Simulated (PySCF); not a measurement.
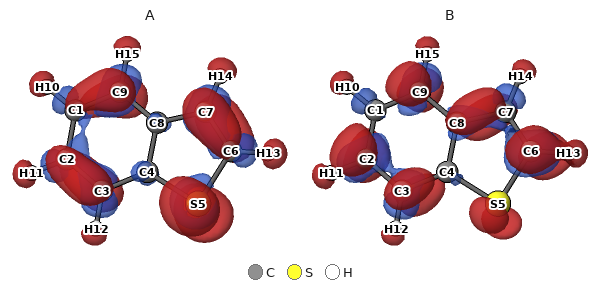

*C$_{8}$H$_{6}$S, SMILES `c1ccc2sccc2c1`. The two Fukui functions at ±0.02 e/Å³ (red positive, blue negative).*

Level of theory: ωB97X/def2-SVP (PySCF), at a geometry from GFN2-xTB. No frequency check shows the geometry to be a minimum. GFN2-xTB bond lengths at metals and heavier atoms can be off by up to 0.1 Å and shapes distorted, which carries into these values.

Which panel is f⁻ (electron removed) and which f⁺ (electron added)?

A is f⁻, B is f⁺. f⁻ (Hirshfeld-condensed) is largest on S5 (0.23); the vertical ionisation energy is 8.29 eV (the stability of the cation's solution wasn't checked). f⁺ (Hirshfeld-condensed) is largest on S5 (0.13), C6 (0.12) and C2 (0.10); the vertical electron affinity is −1.09 eV (the stability of the anion's solution wasn't checked; negative, but this basis has no diffuse functions, so it doesn't show that the anion is unbound).

What chemical potential and hardness follow from the two energies?

μ = −(I + A)/2 = −3.60 eV and η = I − A = 9.38 eV.
